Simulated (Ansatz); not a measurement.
# Al2O3: response to strain

Base system: Al2O3 in the corundum structure (space group R-3c, No. 167; a = 4.7577 Å, c = 12.9923 Å (hexagonal axes)). Axes: x lies along a and z along c of the hexagonal cell.

Strains are applied to the cell and any free atomic positions relax; under biaxial strain the out-of-plane vector relaxes too.

The values are results of r2SCAN (Ansatz, a program for electronic structure, PAW, without spin-orbit coupling), earlier PAW set, not measurements.

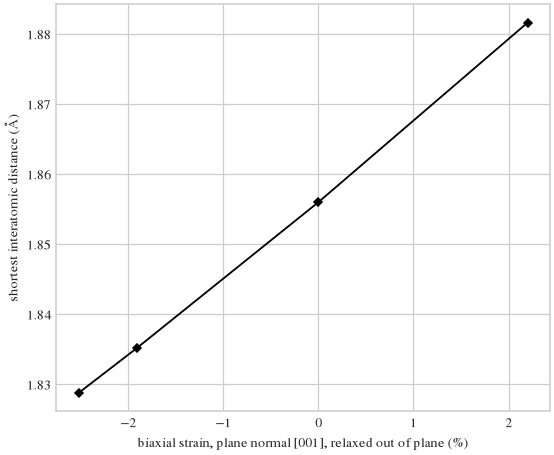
Shortest interatomic distance against biaxial strain, plane normal [001], relaxed out of plane

### Question
From the plot, what is the shortest interatomic distance for biaxial strain +2.20 %, plane normal [001], relaxed out of plane?

### Answer
About 1.882 Å.

### Question
Is the trend monotonic over the range shown?

### Answer
Yes, it rises throughout, spanning 1.829 Å to 1.882 Å.

Stability against distortions was not tested.
